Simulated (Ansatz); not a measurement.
Response to strain in SnTe

The reference is SnTe in the rock salt structure (space group Fm-3m, No. 225; a = 6.370 Å).

Strains are applied to the cell and any free atomic positions relax.

The values are results of DFT with r2SCAN, PAW potentials and a 500 eV plane-wave cutoff in Ansatz (a quantum-chemistry and plane-wave program), without spin-orbit coupling, not measurements.

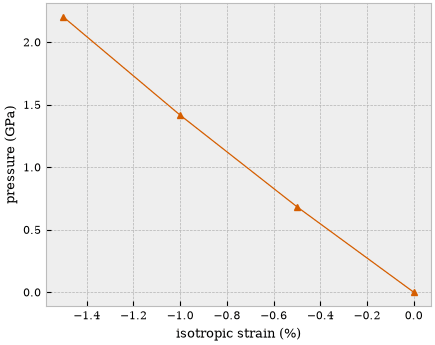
Pressure against isotropic strain

Q: From the plot, what is the pressure for isotropic strain −1.00 %?

A: About 1.4 GPa.

Q: Is the trend monotonic over the range shown?

A: Yes, it falls throughout, spanning 0.0 GPa to 2.2 GPa.

Stability against distortions was not tested. The final runs are not spin-polarised.
